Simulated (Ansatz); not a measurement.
# CH₂Sn (SMILES [CH2]=[Sn]) (triplet): what the fields show

Input file:

```
crystal:
  periodic: [false, false, false]
  atoms:
    - {symbol: C, position_ang: [-0.166907, -1.455248, 0.596292]}
    - {symbol: Sn, position_ang: [0.982220, -1.251456, 2.406489]}
    - {symbol: H, position_ang: [-0.034721, -0.819165, -0.279416]}
    - {symbol: H, position_ang: [-0.945182, -2.205692, 0.454648]}
basis:
  gaussian:
    orbitals: def2-TZVPD
magnetization:
  spin_polarized: true
  initial_magnetization: 2
hamiltonian:
  xc: {name: PBE0}
output: {forces: true, orbitals: {seedname: orbitals}}
```

Launched as:

```sh
ansatz run input.yaml --threads 1 --pin off --max-ram 2610MiB --events-out events.jsonl --progress --plain --runs-dir runs
```

Geometry: PBE0-D4/def2-TZVP; core potentials replace the inner electrons of Sn.

Computed with isolated molecule in a Gaussian basis; Kohn-Sham density functional theory, functional PBE0 in Ansatz.

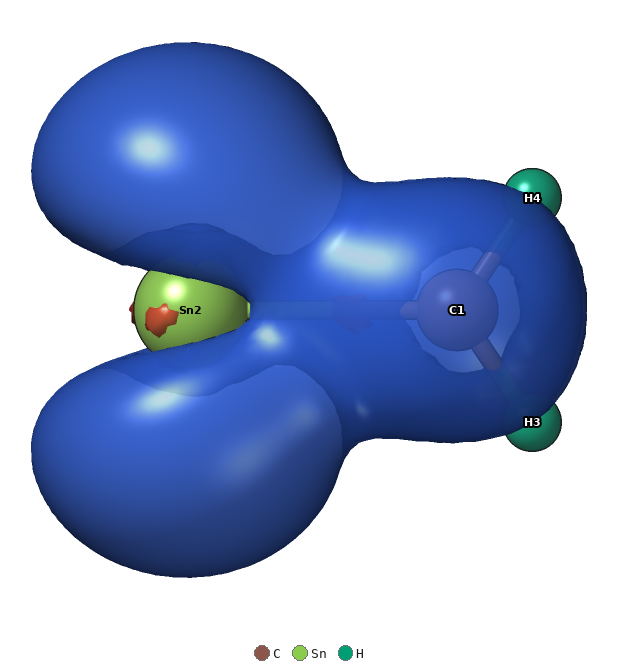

Figure 1. Isosurfaces of the spin density (α minus β) at +0.02 (blue) and −0.02 e/Å³ (red), seen across its widest extent.

### Describe the spin distribution.

The unpaired spin (2 electrons) lies mostly on Sn2 (about 1.1) and C1 (about 0.8), in electrons by Hirshfeld's partition.

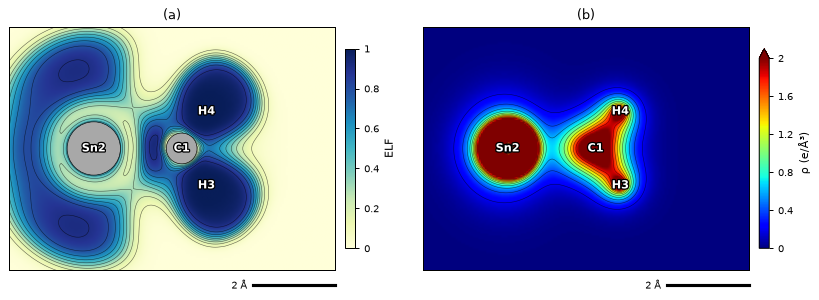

Figure 2. (a) ELF; (b) electron density on the molecular plane. Grey discs cover the atomic cores in the ELF map.

### What do the fields say about this system?

Atoms in the plane: C, Sn and H.
C–Sn (2.15 Å): ρ is about 0.68 e/Å³ halfway; the ELF peaks at about 0.90 in the valence shell of C, 0.7 Å from its nucleus, and drops to about 0.20 between the two atoms.
C–H (1.09 Å): ρ is about 2 e/Å³ halfway; the ELF climbs to about 1 towards the hydrogen, as it does in any bond to H: an ordinary covalent bond to hydrogen.
The ELF also peaks beside Sn2, away from the bonds: non-bonding electrons, paired or unpaired.

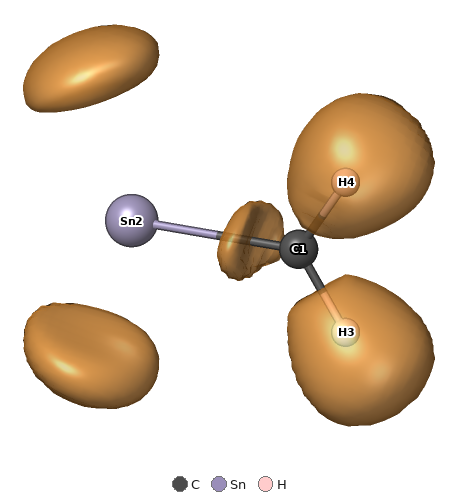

Figure 3. Isosurface of the ELF at 0.85 (orange), seen at a tilt. Core shells and regions of very low density are left out.

### Where are the electrons localised?

At this value the surface marks out two regions around hydrogen nuclei, one lobe of the valence shell of C pointing towards Sn (polar bonds) and two lobes on Sn, pointing away from the bonds (non-bonding electrons).

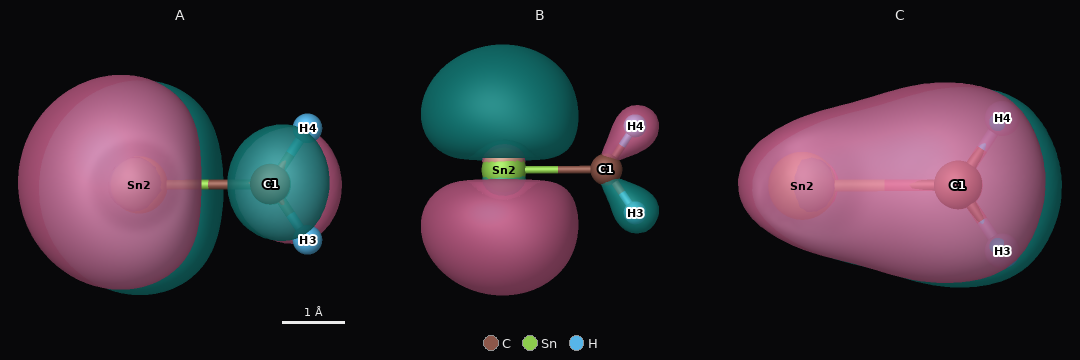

Figure 4. Three frontier orbitals at ±0.08 Å⁻³ᐟ² (teal and pink are the two phases), in no order.

### Order the three orbitals by energy and name them. All are α orbitals.

C is the HOMO−1 (α) (−7.24 eV). Its weight (Hirshfeld) is mainly on C1 (about 65 %) and Sn2 (about 20 %); it changes sign across the molecular plane (π type); π-bonding across C1–Sn2. B is the HOMO (α) (−4.59 eV). It lies mainly on Sn2 (about 95 %); it is symmetric in the molecular plane (an in-plane orbital: σ, lone-pair or in-plane π type). A is the LUMO (α) (−2.31 eV). It lies mainly on Sn2 (about 85 %) and C1 (about 15 %); it changes sign across the molecular plane (π type).

### What is the gap between the highest occupied and lowest empty α orbitals?

2.28 eV between the orbital energies.
